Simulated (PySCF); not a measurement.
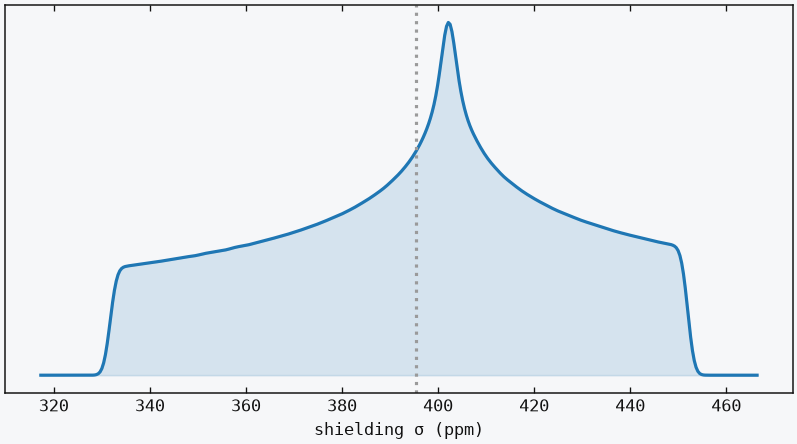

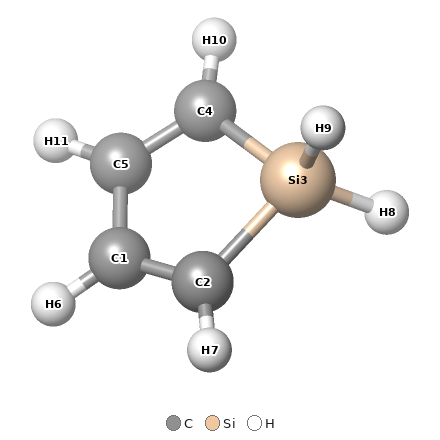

Static powder pattern (²⁹Si) from GIAO shielding tensors of C₄H₆Si (silole), SMILES C1=C[SiH2]C=C1, PBE0/pcSseg-1 in PySCF, at a GFN2-xTB geometry (no frequency check); absolute shielding, one fixed geometry of the isolated molecule without any motion, no dipolar terms. The dotted line is the isotropic value; skew is 3(σiso − σ22)/span.

**The pattern belongs to Si3. Give the principal values, span and skew.**

Si3: σ11, σ22, σ33 = 332, 402, 452 ppm, isotropic 395, span 120 ppm, skew −0.17.

Note: the tight-binding geometry is rougher than a DFT one and adds to the error.
